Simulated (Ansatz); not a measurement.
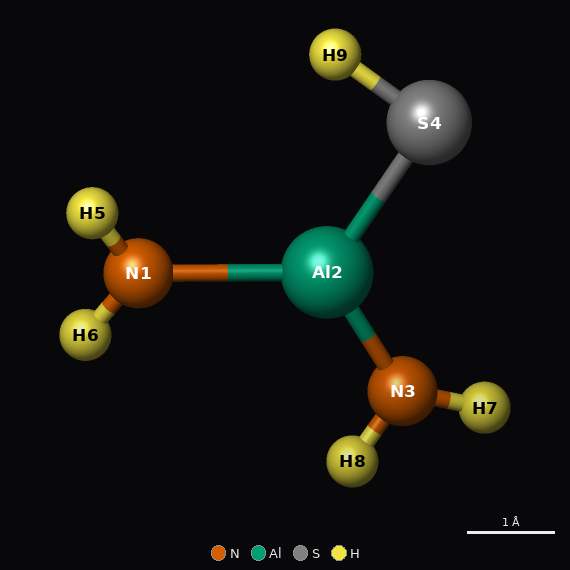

Source: calculation with Ansatz.

Numbered structure. Geometry: moved along internal coordinates away from the minimum.

### Describe the coordination of atom 3.

N3 has 3 neighbours (Al2 at 1.76, H7 at 1.01, H8 at 1.01 Å); the arrangement is trigonal planar.

### What is the geometry at N1?

N1 has 3 neighbours (Al2 at 2.18, H5 at 1.01, H6 at 1.01 Å); the arrangement is trigonal planar.

### What is the geometry at S4?

S4 has 2 neighbours (Al2 at 2.19, H9 at 1.34 Å); the arrangement is bent.

### Describe the coordination of atom 2.

Al2 has 3 neighbours (N1 at 2.18, N3 at 1.76, S4 at 2.19 Å); the arrangement is trigonal planar.
